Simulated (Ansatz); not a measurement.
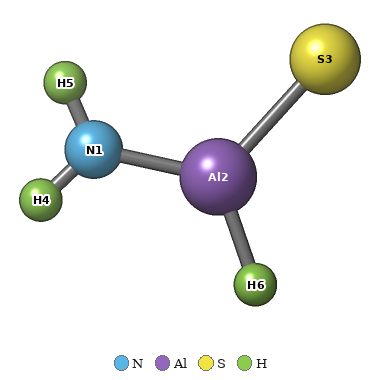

The system is AlH3NS, SMILES [NH2][AlH][S], spin multiplicity 2; the picture shows the reference structure. First axis: umbrella angle at N1 (between each of its bonds and their common axis; 90 is planar). Second axis: change of the bonds N1–Al2, N1–H4, N1–H5, all alike. Nothing is relaxed (all other coordinates rigid). The grid has 11 × 11 points; 80 points were computed and 41 follow by symmetry. Points are written as (first, second). Energies: kJ/mol, counted from the lowest grid point. Level of theory: UKS PBE0-D4/def2-TZVP in Ansatz 0.2.0.

Its coordinates:

```xyz
6

N    -0.6438    0.2575   -0.6733
Al    0.5044   -0.1494    0.5991
S     1.3830   -2.1512    0.6637
H    -1.0852    1.1585   -0.7610
H    -0.9536   -0.3582   -1.4068
H     0.9221    0.8962    1.7043
```

Range: umbrella angle at N1 (between each of its bonds and their common axis; 90 is planar) from 66.0 to 114.0°; change of the bonds N1–Al2, N1–H4, N1–H5, all alike from −0.138 to 0.214 Å.

What landscape does the calculation give?

Answer. The lowest grid point is at (90.0°, 0.003 Å). No other kind of well shows on this grid. The highest grid point, (66.0°, −0.138 Å), lies 209 kJ/mol above the lowest. Round the minimum the two coordinates are nearly uncoupled.

```tsv
second ↓, first →	66.0	70.8	75.6	80.4	85.2	90.0	94.8	99.6	104.4	109.2	114.0
0.214	159	161	165	171	175	176	175	171	165	161	159
0.179	121	121	123	127	130	131	130	127	123	121	121
0.143	87	85	85	87	89	89	89	87	85	85	87
0.108	60	55	53	53	54	54	54	53	53	55	60
0.073	40	32	28	27	27	26	27	27	28	32	40
0.038	30	19	13	9	8	8	8	9	13	19	30
0.003	30	17	8	3	1	0	1	3	8	17	30
−0.033	45	29	18	11	8	7	8	11	18	29	45
−0.068	77	58	45	37	32	30	32	37	45	58	77
−0.103	130	108	93	83	77	75	77	83	93	108	130
−0.138	209	184	167	155	148	146	148	155	167	184	209
```

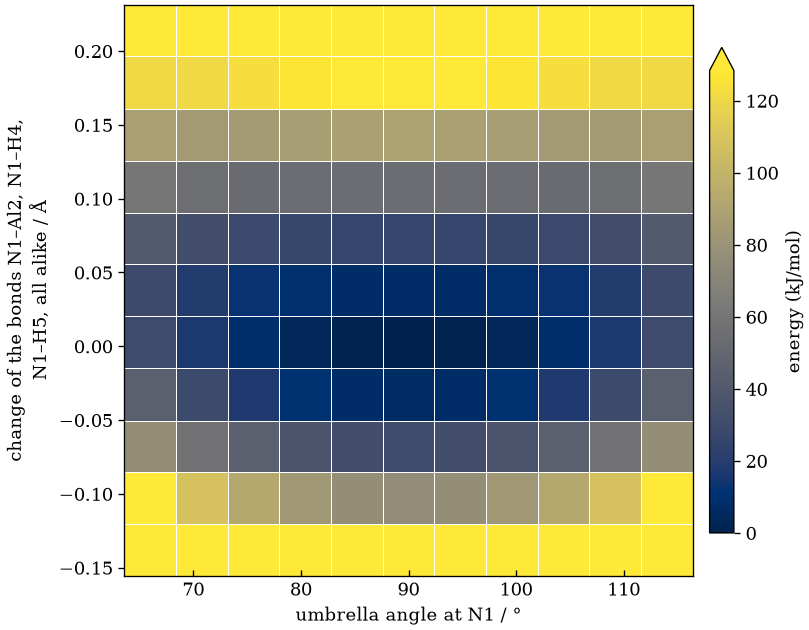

In the figure: one coloured cell a grid point, one colour for all values above the top of the scale.

Each point was launched as `ansatz run input.yaml --threads 1 --pin off --max-ram 2560MiB --backend cpu --events-out ev --progress --plain --runs-dir out`. The whole map (80 points run) took 40 min on 1 thread of Arm Neoverse N1, on a shared host.
